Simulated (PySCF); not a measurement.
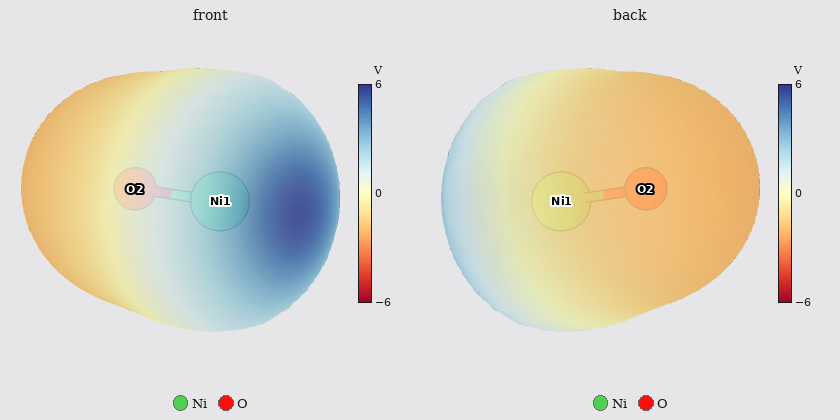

*NiO (triplet). The molecular electrostatic potential painted on the density surface at 0.002 e/bohr³, seen from the front and from behind; the colour scale runs from red (negative) to blue (positive).*

Level of theory: PBE0/def2-TZVP, non-relativistic Hamiltonian with scalar-relativistic core potentials where named, at a bond length of 1.617 Å in PySCF.

```xyz
2

Ni    0.0000    0.0000   -0.3498
O     0.0000    0.0000    1.2672
```

### Which sites attract a positive test charge, and which a negative one?

A positive charge is drawn to the negative regions and a negative charge to the positive ones. The most negative region (about −2.1 V) lies over O2, the most positive (about +5.6 V) over Ni1. O2 is the likeliest acceptor of a hydrogen bond.
